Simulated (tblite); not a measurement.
## Geometry relaxation of C₅H₁₂SSi₂ (part 4 of 4)

The same run, continued: C₅H₁₂SSi₂; GFN2-xTB geometry optimisation, gas phase (tblite 0.8.0). It belongs to a series of runs on one base structure; here: S inserted into a C-Si bond.

Geometry of the input (Å):
```
C  0.2435  2.1483  -0.3067
C  -0.0844  0.8831  -0.4383
C  -1.4780  0.4028  -0.6947
C  -2.0473  -0.4198  0.3950
C  -1.5614  -1.8568  0.4527
S  0.1961  -1.9592  0.9511
Si 1.1816  -0.4828  -0.2867
Si 3.1441  0.1719  0.4569
H  1.2762  2.4049  -0.1111
H  -0.5307  2.9012  -0.3933
H  -1.3941  -0.1695  -1.6643
H  -2.0865  1.3252  -0.9075
H  -3.1624  -0.4861  0.2240
H  -1.9807  0.0645  1.4056
H  -2.1366  -2.3413  1.2742
H  -1.7473  -2.4259  -0.4680
H  1.2555  -1.0785  -1.6258
H  3.1210  0.8813  1.7289
H  3.7291  1.0214  -0.6052
H  4.0573  -0.9744  0.6102
```

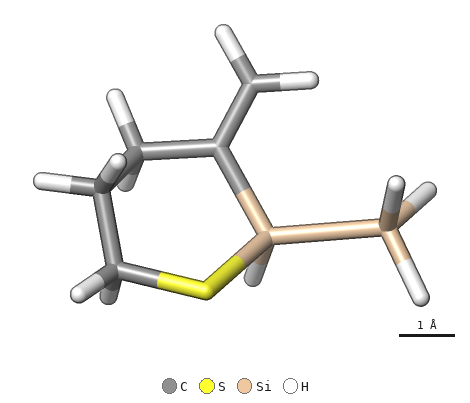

**Figure 1.** The geometry at step 62 of the log (stick view, seen at a tilt).

Trajectory as extended XYZ, continued:
```
20
Properties=species:S:1:pos:R:3:forces:R:3 step=53 energy=-639.89972
C     0.2072    2.1445   -0.3291    0.0020  -0.0030  -0.0130
C    -0.1195    0.8697   -0.4924    0.0020  -0.0050   0.0060
C    -1.5405    0.4503   -0.7414    0.0000   0.0060   0.0060
C    -2.0888   -0.4139    0.3993   -0.0070   0.0070   0.0050
C    -1.4888   -1.8092    0.4539   -0.0040   0.0090  -0.0070
S     0.2133   -1.8530    1.1132   -0.0210  -0.0170   0.0090
Si    1.1413   -0.5313   -0.3243    0.0320   0.0340   0.0090
Si    3.2042    0.1207    0.4706   -0.0040  -0.0080   0.0050
H     1.2241    2.4483   -0.1381   -0.0070   0.0040   0.0020
H    -0.5215    2.9401   -0.3908    0.0000  -0.0090   0.0010
H    -1.5931   -0.1217   -1.6732   -0.0060   0.0110   0.0040
H    -2.1741    1.3345   -0.8505   -0.0040   0.0020  -0.0070
H    -3.1699   -0.5179    0.2693   -0.0040  -0.0070  -0.0020
H    -1.9141    0.0908    1.3524   -0.0020   0.0000   0.0080
H    -2.0613   -2.4423    1.1316    0.0100   0.0000   0.0000
H    -1.4764   -2.2715   -0.5337    0.0020  -0.0080  -0.0050
H     1.0851   -1.2737   -1.5986    0.0130  -0.0100  -0.0010
H     3.1417    0.8575    1.7343    0.0000  -0.0050  -0.0160
H     3.8222    1.0034   -0.5212   -0.0030  -0.0040  -0.0020
H     4.1036   -1.0146    0.6655    0.0020   0.0030  -0.0010
20
Properties=species:S:1:pos:R:3:forces:R:3 step=55 energy=-639.89991
C     0.2084    2.1453   -0.3321   -0.0010   0.0030  -0.0040
C    -0.1198    0.8702   -0.4892    0.0020   0.0020   0.0020
C    -1.5412    0.4520   -0.7389   -0.0010   0.0000   0.0090
C    -2.0907   -0.4156    0.3982   -0.0090  -0.0020   0.0120
C    -1.4891   -1.8101    0.4526    0.0040   0.0010   0.0000
S     0.2112   -1.8522    1.1169   -0.0100  -0.0080  -0.0050
Si    1.1419   -0.5295   -0.3195    0.0060   0.0060  -0.0080
Si    3.2059    0.1194    0.4711    0.0010  -0.0050  -0.0010
H     1.2250    2.4499   -0.1417    0.0000   0.0000   0.0010
H    -0.5196    2.9411   -0.3959   -0.0080  -0.0010  -0.0020
H    -1.5926   -0.1177   -1.6723   -0.0110   0.0140   0.0030
H    -2.1758    1.3360   -0.8449    0.0060   0.0000  -0.0130
H    -3.1712   -0.5218    0.2659   -0.0070  -0.0030  -0.0070
H    -1.9198    0.0866    1.3532    0.0010   0.0050   0.0080
H    -2.0620   -2.4432    1.1303    0.0090  -0.0030  -0.0090
H    -1.4733   -2.2733   -0.5348   -0.0020   0.0000   0.0030
H     1.0852   -1.2697   -1.5964    0.0140  -0.0060   0.0160
H     3.1447    0.8586    1.7324    0.0020   0.0000   0.0000
H     3.8225    1.0007   -0.5223    0.0000   0.0000  -0.0070
H     4.1050   -1.0160    0.6643    0.0050  -0.0010   0.0020
20
Properties=species:S:1:pos:R:3:forces:R:3 step=57 energy=-639.90002
C     0.2087    2.1459   -0.3339   -0.0030   0.0040   0.0040
C    -0.1201    0.8706   -0.4879   -0.0020   0.0030   0.0000
C    -1.5418    0.4529   -0.7372   -0.0020   0.0000   0.0040
C    -2.0920   -0.4163    0.3985   -0.0020  -0.0010   0.0020
C    -1.4887   -1.8102    0.4518   -0.0010  -0.0020   0.0020
S     0.2098   -1.8515    1.1191    0.0120   0.0060  -0.0140
Si    1.1425   -0.5281   -0.3177   -0.0160  -0.0160   0.0020
Si    3.2068    0.1183    0.4712    0.0100   0.0030  -0.0040
H     1.2253    2.4506   -0.1435    0.0010   0.0010  -0.0010
H    -0.5194    2.9413   -0.3983   -0.0080   0.0030  -0.0040
H    -1.5937   -0.1146   -1.6717   -0.0080   0.0050   0.0020
H    -2.1763    1.3369   -0.8430    0.0070   0.0040  -0.0060
H    -3.1722   -0.5241    0.2641   -0.0030   0.0010  -0.0030
H    -1.9222    0.0851    1.3543   -0.0040   0.0020   0.0030
H    -2.0613   -2.4443    1.1283    0.0010  -0.0080  -0.0060
H    -1.4707   -2.2735   -0.5356   -0.0050   0.0070   0.0020
H     1.0855   -1.2693   -1.5939    0.0140  -0.0060   0.0140
H     3.1461    0.8588    1.7314    0.0030   0.0020   0.0060
H     3.8230    0.9992   -0.5231    0.0000  -0.0020  -0.0060
H     4.1057   -1.0170    0.6641    0.0060  -0.0040   0.0030
20
Properties=species:S:1:pos:R:3:forces:R:3 step=59 energy=-639.90014
C     0.2085    2.1467   -0.3359   -0.0050   0.0010   0.0080
C    -0.1207    0.8711   -0.4870   -0.0040   0.0010  -0.0010
C    -1.5432    0.4542   -0.7351   -0.0010   0.0030  -0.0040
C    -2.0937   -0.4171    0.3991    0.0050   0.0030  -0.0070
C    -1.4876   -1.8100    0.4508   -0.0050  -0.0010   0.0020
S     0.2089   -1.8493    1.1216    0.0190   0.0030  -0.0070
Si    1.1422   -0.5275   -0.3156   -0.0110  -0.0060   0.0130
Si    3.2086    0.1167    0.4711    0.0040   0.0060  -0.0020
H     1.2251    2.4514   -0.1458   -0.0030   0.0020  -0.0050
H    -0.5204    2.9415   -0.4014   -0.0020   0.0030  -0.0030
H    -1.5971   -0.1102   -1.6712   -0.0010  -0.0080   0.0000
H    -2.1770    1.3387   -0.8409    0.0040   0.0100   0.0080
H    -3.1736   -0.5266    0.2625    0.0040   0.0040   0.0020
H    -1.9249    0.0836    1.3556   -0.0100  -0.0040  -0.0030
H    -2.0603   -2.4465    1.1245   -0.0060  -0.0120   0.0020
H    -1.4663   -2.2723   -0.5369   -0.0070   0.0110  -0.0040
H     1.0863   -1.2707   -1.5896    0.0110  -0.0120   0.0000
H     3.1479    0.8587    1.7305    0.0050  -0.0010   0.0040
H     3.8244    0.9971   -0.5240    0.0000  -0.0030  -0.0050
H     4.1078   -1.0186    0.6646    0.0020  -0.0010   0.0030
20
Properties=species:S:1:pos:R:3:forces:R:3 step=60 energy=-639.90020
C     0.2083    2.1471   -0.3366   -0.0050  -0.0010   0.0070
C    -0.1211    0.8713   -0.4866   -0.0030   0.0000  -0.0010
C    -1.5438    0.4548   -0.7343    0.0000   0.0030  -0.0070
C    -2.0943   -0.4174    0.3991    0.0050   0.0030  -0.0060
C    -1.4874   -1.8100    0.4504   -0.0030   0.0000   0.0030
S     0.2089   -1.8484    1.1225    0.0100  -0.0040   0.0010
Si    1.1419   -0.5275   -0.3144    0.0010   0.0060   0.0090
Si    3.2096    0.1161    0.4710   -0.0020   0.0040   0.0010
H     1.2250    2.4519   -0.1468   -0.0050   0.0030  -0.0050
H    -0.5209    2.9416   -0.4028    0.0010   0.0030  -0.0020
H    -1.5986   -0.1085   -1.6710    0.0020  -0.0120  -0.0010
H    -2.1772    1.3397   -0.8397    0.0020   0.0100   0.0120
H    -3.1742   -0.5276    0.2618    0.0050   0.0050   0.0030
H    -1.9264    0.0828    1.3561   -0.0100  -0.0050  -0.0040
H    -2.0601   -2.4477    1.1230   -0.0050  -0.0100   0.0040
H    -1.4648   -2.2717   -0.5375   -0.0070   0.0110  -0.0060
H     1.0872   -1.2714   -1.5877    0.0090  -0.0120  -0.0040
H     3.1489    0.8588    1.7302    0.0060  -0.0020   0.0010
H     3.8250    0.9961   -0.5245    0.0000  -0.0030  -0.0060
H     4.1090   -1.0192    0.6648   -0.0010   0.0030   0.0020
20
Properties=species:S:1:pos:R:3:forces:R:3 step=62 energy=-639.90029
C     0.2078    2.1477   -0.3372   -0.0040  -0.0010   0.0010
C    -0.1217    0.8717   -0.4854    0.0020  -0.0020  -0.0020
C    -1.5446    0.4559   -0.7332    0.0010  -0.0010  -0.0040
C    -2.0954   -0.4180    0.3989    0.0010  -0.0020   0.0010
C    -1.4877   -1.8104    0.4502    0.0030  -0.0010   0.0010
S     0.2092   -1.8484    1.1230   -0.0120  -0.0140   0.0100
Si    1.1415   -0.5270   -0.3117    0.0160   0.0150  -0.0080
Si    3.2111    0.1155    0.4709   -0.0080   0.0000   0.0030
H     1.2247    2.4529   -0.1489   -0.0060   0.0020  -0.0030
H    -0.5213    2.9422   -0.4056    0.0030   0.0020   0.0010
H    -1.5999   -0.1064   -1.6704    0.0040  -0.0090  -0.0010
H    -2.1770    1.3418   -0.8373    0.0000   0.0030   0.0120
H    -3.1750   -0.5289    0.2602    0.0030   0.0030   0.0010
H    -1.9299    0.0811    1.3568   -0.0060   0.0000  -0.0020
H    -2.0604   -2.4500    1.1215    0.0000   0.0010  -0.0010
H    -1.4643   -2.2706   -0.5384   -0.0040   0.0080  -0.0060
H     1.0903   -1.2722   -1.5850    0.0050  -0.0060   0.0000
H     3.1511    0.8592    1.7297    0.0080  -0.0030   0.0000
H     3.8255    0.9944   -0.5263    0.0000  -0.0030  -0.0050
H     4.1109   -1.0199    0.6650   -0.0060   0.0080   0.0010
20
Properties=species:S:1:pos:R:3:forces:R:3 step=64 energy=-639.90036
C     0.2074    2.1483   -0.3376   -0.0010  -0.0010  -0.0050
C    -0.1220    0.8721   -0.4842    0.0030  -0.0020  -0.0040
C    -1.5448    0.4566   -0.7323    0.0010  -0.0050   0.0030
C    -2.0962   -0.4186    0.3987   -0.0020  -0.0030   0.0040
C    -1.4880   -1.8109    0.4501    0.0010   0.0000  -0.0030
S     0.2088   -1.8495    1.1235   -0.0120  -0.0040   0.0010
Si    1.1419   -0.5259   -0.3099    0.0040  -0.0030  -0.0090
Si    3.2118    0.1155    0.4710   -0.0020   0.0030   0.0010
H     1.2244    2.4539   -0.1507   -0.0020   0.0020   0.0010
H    -0.5212    2.9430   -0.4078   -0.0010   0.0010   0.0030
H    -1.6001   -0.1055   -1.6699    0.0020   0.0000   0.0010
H    -2.1765    1.3434   -0.8348    0.0000  -0.0080   0.0080
H    -3.1754   -0.5298    0.2586   -0.0010   0.0000  -0.0010
H    -1.9333    0.0796    1.3574    0.0010   0.0050   0.0010
H    -2.0606   -2.4516    1.1207    0.0010   0.0080  -0.0050
H    -1.4648   -2.2696   -0.5393    0.0010   0.0030  -0.0030
H     1.0932   -1.2727   -1.5828    0.0020   0.0000   0.0050
H     3.1535    0.8595    1.7295    0.0080   0.0010   0.0020
H     3.8254    0.9929   -0.5283    0.0000  -0.0030  -0.0010
H     4.1113   -1.0200    0.6651   -0.0050   0.0060   0.0010
20
Properties=species:S:1:pos:R:3:forces:R:3 step=66 energy=-639.90040
C     0.2071    2.1485   -0.3382    0.0010   0.0000  -0.0050
C    -0.1220    0.8722   -0.4842    0.0020  -0.0010  -0.0020
C    -1.5451    0.4567   -0.7317    0.0020  -0.0030   0.0040
C    -2.0965   -0.4190    0.3990   -0.0010   0.0010   0.0010
C    -1.4876   -1.8109    0.4496   -0.0040   0.0020  -0.0040
S     0.2081   -1.8494    1.1246    0.0020   0.0070  -0.0070
Si    1.1423   -0.5255   -0.3096   -0.0080  -0.0110   0.0050
Si    3.2119    0.1156    0.4710    0.0010   0.0050   0.0000
H     1.2240    2.4545   -0.1518    0.0000   0.0010   0.0010
H    -0.5214    2.9434   -0.4086   -0.0020  -0.0010   0.0030
H    -1.6007   -0.1048   -1.6696    0.0000   0.0020   0.0030
H    -2.1765    1.3438   -0.8329   -0.0010  -0.0080   0.0040
H    -3.1756   -0.5304    0.2581   -0.0020  -0.0010  -0.0020
H    -1.9347    0.0793    1.3577    0.0040   0.0030   0.0020
H    -2.0603   -2.4523    1.1193   -0.0030   0.0030  -0.0040
H    -1.4637   -2.2683   -0.5403    0.0010   0.0010  -0.0020
H     1.0940   -1.2739   -1.5812    0.0010  -0.0010  -0.0010
H     3.1550    0.8593    1.7295    0.0070   0.0040   0.0030
H     3.8257    0.9918   -0.5292    0.0000  -0.0020  -0.0010
H     4.1110   -1.0199    0.6653   -0.0020   0.0010   0.0010
20
Properties=species:S:1:pos:R:3:forces:R:3 step=67 energy=-639.90042
C     0.2069    2.1486   -0.3387    0.0020   0.0000  -0.0030
C    -0.1221    0.8721   -0.4844    0.0010  -0.0010  -0.0010
C    -1.5452    0.4567   -0.7313    0.0020  -0.0010   0.0030
C    -2.0967   -0.4191    0.3991    0.0000   0.0030   0.0000
C    -1.4874   -1.8108    0.4492   -0.0050   0.0020  -0.0030
S     0.2076   -1.8490    1.1252    0.0070   0.0080  -0.0070
Si    1.1423   -0.5256   -0.3094   -0.0080  -0.0080   0.0100
Si    3.2120    0.1156    0.4711    0.0000   0.0040   0.0010
H     1.2237    2.4548   -0.1523    0.0010   0.0010   0.0000
H    -0.5216    2.9435   -0.4089   -0.0020  -0.0030   0.0030
H    -1.6012   -0.1044   -1.6695    0.0000   0.0010   0.0020
H    -2.1766    1.3438   -0.8316   -0.0010  -0.0060   0.0010
H    -3.1757   -0.5307    0.2579   -0.0020  -0.0010  -0.0010
H    -1.9353    0.0792    1.3579    0.0040   0.0010   0.0010
H    -2.0603   -2.4525    1.1182   -0.0050   0.0000  -0.0020
H    -1.4628   -2.2675   -0.5410    0.0010   0.0000  -0.0030
H     1.0943   -1.2748   -1.5803    0.0010  -0.0020  -0.0040
H     3.1561    0.8593    1.7296    0.0060   0.0050   0.0030
H     3.8260    0.9911   -0.5295    0.0000  -0.0010  -0.0010
H     4.1109   -1.0198    0.6656   -0.0010  -0.0020   0.0010
20
Properties=species:S:1:pos:R:3:forces:R:3 step=69 energy=-639.90045
C     0.2067    2.1487   -0.3395    0.0020  -0.0010   0.0010
C    -0.1220    0.8720   -0.4845    0.0000   0.0000   0.0030
C    -1.5453    0.4566   -0.7306    0.0000   0.0020   0.0000
C    -2.0971   -0.4192    0.3993    0.0000   0.0020  -0.0010
C    -1.4876   -1.8106    0.4486   -0.0020   0.0000   0.0000
S     0.2072   -1.8485    1.1255    0.0030   0.0010   0.0010
Si    1.1421   -0.5260   -0.3086    0.0000   0.0030   0.0030
Si    3.2122    0.1159    0.4712   -0.0020   0.0010   0.0020
H     1.2233    2.4554   -0.1530    0.0020   0.0000  -0.0020
H    -0.5221    2.9435   -0.4093   -0.0020  -0.0060   0.0010
H    -1.6018   -0.1038   -1.6691   -0.0010   0.0000   0.0010
H    -2.1768    1.3436   -0.8298   -0.0030   0.0010  -0.0030
H    -3.1761   -0.5312    0.2574    0.0000   0.0010   0.0010
H    -1.9360    0.0791    1.3582    0.0030  -0.0020   0.0000
H    -2.0606   -2.4528    1.1169   -0.0050  -0.0040  -0.0010
H    -1.4620   -2.2664   -0.5420    0.0000   0.0000  -0.0020
H     1.0954   -1.2757   -1.5793    0.0000  -0.0010  -0.0040
H     3.1579    0.8596    1.7298    0.0050   0.0050   0.0010
H     3.8263    0.9901   -0.5303    0.0000   0.0010  -0.0020
H     4.1109   -1.0196    0.6659   -0.0010  -0.0020   0.0000
```

Results in brief:

| quantity | value |
| --- | --- |
| outcome | converged |
| total energy | −639.9004 eV |
| hardware | 1 CPU thread, shared host |
| wall time | 0.59 s |
| peak memory | 0.18 GiB |
